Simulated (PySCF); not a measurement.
Molecule: SMILES C#CCCF (C4H5F). Atoms near the plane z = 0.0 Å, at the PBE/def2-SVP optimised geometry (x, y, z in Å): C1 (1.7, -0.7, 0.0), C2 (0.4, -0.8, 0.0), C3 (-1.0, -0.8, 0.0), C4 (-1.6, 0.6, 0.0), H6 (2.8, -0.7, 0.0), H7 (-1.4, -1.3, -0.9), H8 (-1.4, -1.3, 0.9), H9 (-2.8, 0.5, 0.1), H10 (-1.3, 1.2, 0.9).

Level of theory: PBE/def2-TZVP (PySCF). Cells within 0.4 Å of a nucleus heavier than hydrogen are left out (blank, or x). The values are rescaled to run from 0 to 1.

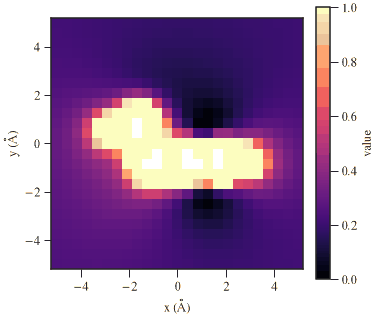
*a field on the plane z = 0.0 Å.*

Problem. Which quantity is mapped?
A) electrostatic potential
B) Laplacian of the electron density
C) deformation density (molecule minus spherical neutral atoms)
D) log10 of the electron density

Solution. A, electrostatic potential. In full: electrostatic potential (hartree/e), clipped to [-0.08, 0.12].
